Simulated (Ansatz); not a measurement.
Errors in the atomisation enthalpy at 298 K

10 molecules, all hydrocarbons; the atomisation enthalpy at 298 K in kJ/mol, computed less measured. Shapes, held fixed at every level: PBE0-D4/def2-TZVP. Flexible molecules stand in one conformer, not always the lowest. Thermal terms are harmonic and unscaled (PBE0-D4/def2-TZVP); the spin-orbit lowering of the free atoms is taken from their spectra. Programs: Ansatz 0.2.0. Measured values: Active Thermochemical Tables, CRC Handbook of Chemistry and Physics.

Levels: A = r2SCAN0-D4/def2-TZVPP; B = MP2/def2-TZVPP; C = CCSD/def2-TZVPP.

```csv
molecule,from tabulated heats,A,B,C
CH3 (SMILES [CH3]),1224,+7,-33,-32
C3H4 (propyne),2837,-45,-21,-123
C3H4 (allene),2832,-33,-33,-123
C3H6 (cyclopropane),3405,-21,-43,-123
C3H8 (propane),3999,-26,-71,-123
C4H8 (cis-2-butene),4619,-40,-68,-168
C5H8 (SMILES C=CCC=C),5223,-57,-62,-207
"C5H10 (1,1-dimethylcyclopropane)",5773,-34,-66,-205
C6H10 (1-methylcyclopentene),6485,-49,-64,-249
"C6H10 (1,5-hexadiene)",6397,-64,-76,-249
```

(1) Sum up the errors.

Results:

(1) 
```
                level                   kind  mean error  mean absolute error                    worst case
r2SCAN0-D4/def2-TZVPP          global hybrid       -36.2                 37.6         C6H10 (1,5-hexadiene)
       MP2/def2-TZVPP    perturbation theory       -53.7                 53.7         C6H10 (1,5-hexadiene)
      CCSD/def2-TZVPP  coupled cluster or CI      -160.2                160.2  C6H10 (1-methylcyclopentene)
```

On this set r2SCAN0-D4/def2-TZVPP has the smallest mean absolute error and CCSD/def2-TZVPP the largest. r2SCAN0-D4/def2-TZVPP is too low in 9 of 10; MP2/def2-TZVPP is too low in 10 of 10; CCSD/def2-TZVPP is too low in 10 of 10. For CCSD/def2-TZVPP the error grows with the size of the molecule. Correlated wave functions converge slowly with the basis. CCSD also lacks the triples, which bind further. Open shells run unrestricted. The set is small.

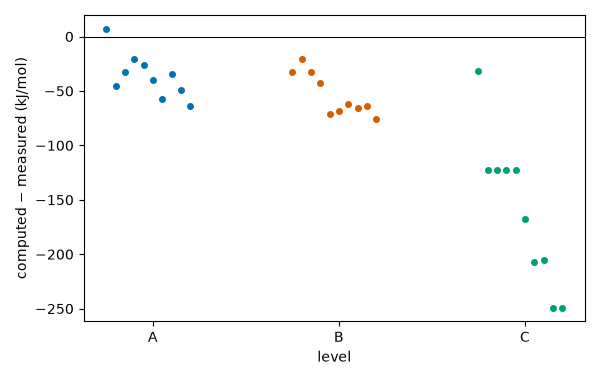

Errors of each level, one point a molecule.
